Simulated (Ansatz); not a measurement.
The starting structures come from a database of crystals and need not be the phases stable at ambient conditions.

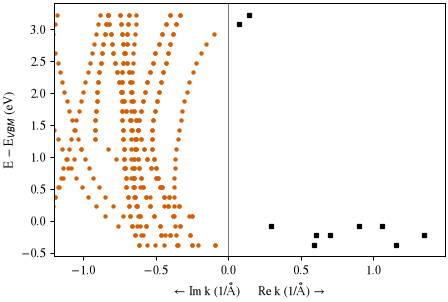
Fig. 1. Complex bands at the centre of the two-dimensional zone; Ansatz (an electronic-structure program) with r2SCAN

No gap correction and no spin-orbit coupling; mid-gap values are interpolated between computed energies.

This is SrO (P6_3mc, not sure to be the ambient phase, 4 atoms a cell, 20.4 Å³ an atom) along the normal of (110). Read off the slowest decay at the centre of the two-dimensional zone at 1.57 eV, the computed energy nearest the middle of the gap.

κ ≈ 0.33 1/Å, a decay length 1/(2κ) of the density of 1.5 Å.
